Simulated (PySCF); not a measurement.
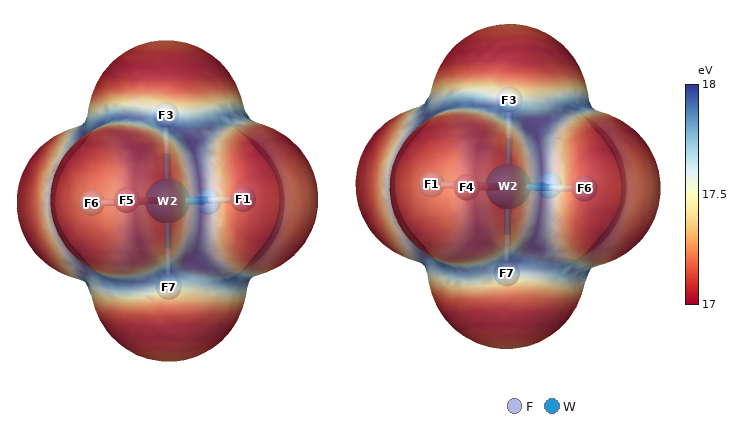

Figure 1: F₆W, SMILES `F[W](F)(F)(F)(F)F`. Average local ionisation energy on the surface of electron density 0.001 a.u. (back view left, front view right).

Computed with PySCF, CAM-B3LYP/def2-SVP, geometry: GFN2-xTB. Core potentials replace the inner electrons of W; spin–orbit coupling isn't included. This is a single-reference result, which may miss multireference character in this system. No frequency check shows the geometry to be a minimum. GFN2-xTB bond lengths at metals and heavier atoms can be off by up to 0.1 Å and shapes distorted, which carries into these values.

Where are the most loosely bound electrons on this surface?

The lowest value is 17.0 eV, 1.6 Å from F3, and at like points elsewhere. For comparison, the highest occupied orbital lies at −14.3 eV.

What volume does the surface enclose, and what is the dipole moment?

About 99 Å³; the dipole moment is 0.0 D.
